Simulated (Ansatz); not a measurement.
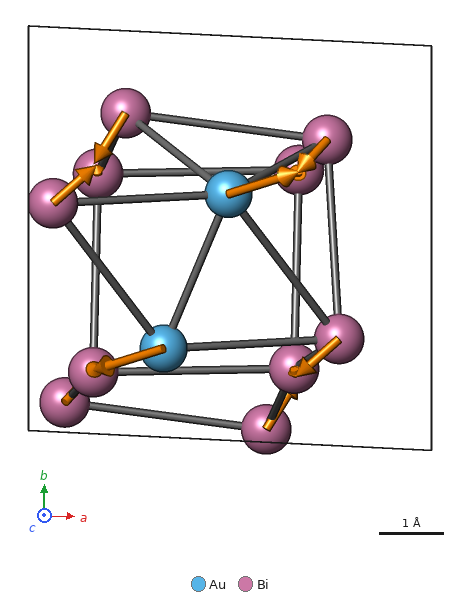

A relaxation of a crystal of Bi5Au (a generated structure, set up in P1) (coarse preliminary run). The starting structure is drawn; orange arrows show the displacements (the part carried along by the change of the cell is left out), at their true length.

A ball-and-stick model of the cell of the calculation, seen along the c axis.

Case: elements placed on the bcc lattice at random, relaxed further on a centred mesh.

Method: DFT PBE, scalar-relativistic, plane waves, PAW in Ansatz 0.2.0. Set-up: plane-wave cutoff 420 eV; k-point mesh 3 × 3 × 2; occupations gaussian; smearing width 0.1 eV; no spin polarisation; cell and atoms relaxed; force threshold 0.04 eV/Å; at most 25 steps.

Atoms of which element are displaced furthest, and by how much?

Gold: up to 1.43 Å, against 0.96 Å for bismuth.

What did the optimiser do to the structure, and how much energy did it gain?

After 14 accepted moves (15 points after the start) the energy has fallen by 130 meV per atom. The largest force component goes from 0.16 to 0.0089 eV/Å. Pressure: 0.91 GPa at the start and 0.01 GPa at the end. At 1 point the geometry stayed and the basis and grid were re-selected for the new cell (energy shift of 0.1 meV per atom at most each time). The largest moves relative to the cell, 1.43 Å, are those of Au atoms. Largest moves by element: Au 1.43 Å, Bi 0.96 Å. The drawn cell changes as follows: a 6.322 → 6.314 Å (−0.1 %), b 6.351 → 6.314 Å (−0.6 %), c 9.630 → 9.696 Å (+0.7 %), α 95.0° → 90.0°, β 93.6° → 90.1°, γ 92.5° → 90.0°; the volume changes by +0.7 %. Among the contacts that change: Au–Au 2.741 → 5.293 Å, Au–Bi 3.037 → 4.409 Å, Au–Bi 4.023 → 2.793 Å, Au–Bi 3.434 → 4.356 Å. New bonds form, among them: Au–Bi (4.00 → 3.17 Å), Au–Bi (4.02 → 2.79 Å). Bonds break, among them: Au–Au (2.74 → 5.29 Å). Bond angles that change, for instance: Bi–Au–Bi 141.9° → 92.7°, Au–Bi–Bi 58.0° → 94.6°, Au–Bi–Bi 125.9° → 93.6°. The space group stays P-1 (No. 2). The run took 110 s on 4 threads of Intel(R) Xeon(R) 6975P-C (Granite Rapids), with other jobs on the host, peak memory 1.3 GiB.
